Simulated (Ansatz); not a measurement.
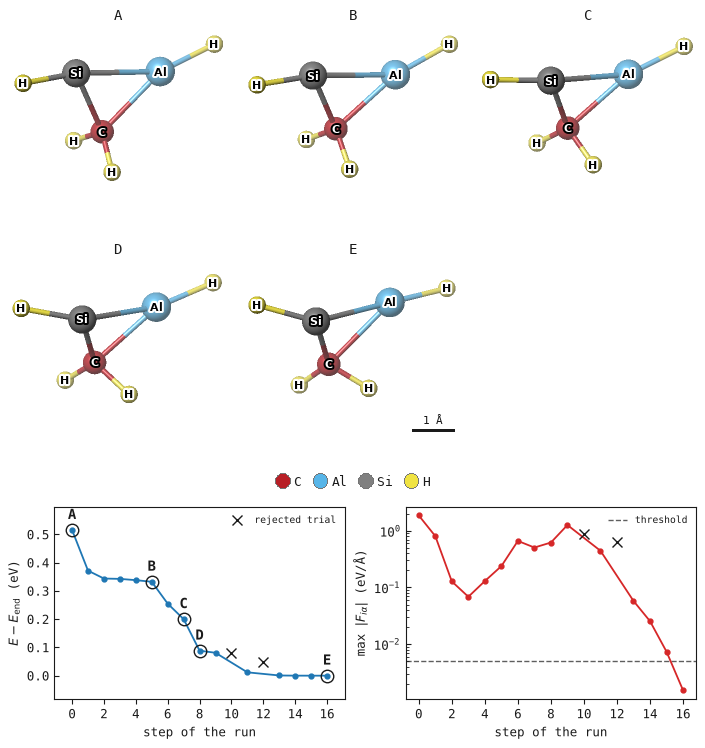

Frames of a relaxation of CH$_{4}$AlSi (charge +1), marked on the history of the run. The picture is a ball-and-stick view, seen at a tilt.

All numbers below come from RKS PBE0-D4/def2-TZVP (Ansatz). (force threshold 0.005 eV/Å; at most 200 steps)

Question: What happens along the run?

Answer: The largest move after the best rigid fit is that of an H atom, 0.80 Å. Largest moves by element: H 0.80 Å, Si 0.41 Å, Al 0.24 Å, C 0.21 Å. Some distances before and after: C–Si 1.995 → 1.789 Å, Al–Si 2.453 → 2.312 Å, Al–C 2.003 → 2.082 Å, C–H 1.094 → 1.117 Å. Bond angles that change, for instance: Al–C–H 120.9° → 76.4°, Al–Si–H 170.5° → 141.0°, Al–C–H 121.6° → 141.2°. After 14 accepted moves (16 points after the start) the energy has fallen by 0.515 eV. The largest force component goes from 1.9 to 0.0015 eV/Å. The line search rejected the trial steps at points 10, 12 of the run. From step 0 to 5: an H atom moves most (0.10 Å), energy −0.183 eV. From step 5 to 7: an H atom moves most (0.26 Å), energy −0.132 eV. From step 7 to 8: an H atom moves most (0.20 Å), energy −0.112 eV. From step 8 to 16: an H atom moves most (0.29 Å), energy −0.088 eV.
